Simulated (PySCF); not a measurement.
System: BF4 (charge −1).

Input

```
{"job": {"kind": "inter", "xc": "wB97M-D3(BJ)", "basis": "def2-TZVPD", "pairs": false}, "charge": -1, "multiplicity": 1, "parts": [{"atoms": "0-3", "charge": 0, "multiplicity": 1}, {"atoms": "4-4", "charge": -1, "multiplicity": 1}]}
F     -0.840665     0.706084     0.835235
B     -0.051488    -0.356611     0.362032
F      1.304718     0.009127     0.409587
F     -0.409478    -0.651726    -0.964785
F     -0.261063    -1.490363     1.166709
```

Run with:

```sh
OMP_NUM_THREADS=1 python cluster_run.py task.json out
```

Geometry: PBE0-D3(BJ)/def2-TZVPD.

Method: PySCF 2.14.0, wB97M-D3(BJ)/def2-TZVPD, SCF density, gas phase.

### Predict the electron density and electron localisation function between the atoms.

B–F (1.41 Å): the density is about 1.8 e/Å³ at the midpoint; the ELF peaks at about 0.85 between the atoms, as expected for a polar covalent bond.

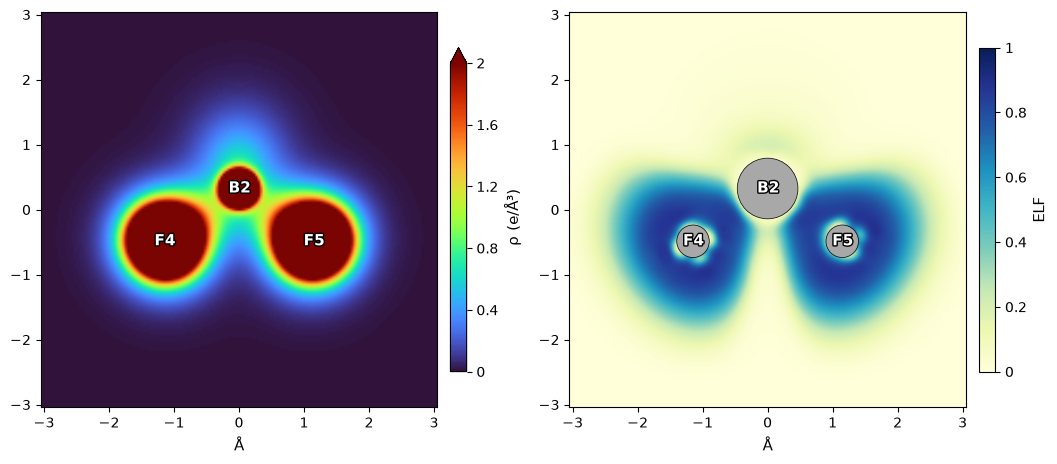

Computed electron density and electron localisation function on the plane of atoms F4, B2 and F5, in this order. Grey discs cover the atomic cores in the ELF map. 
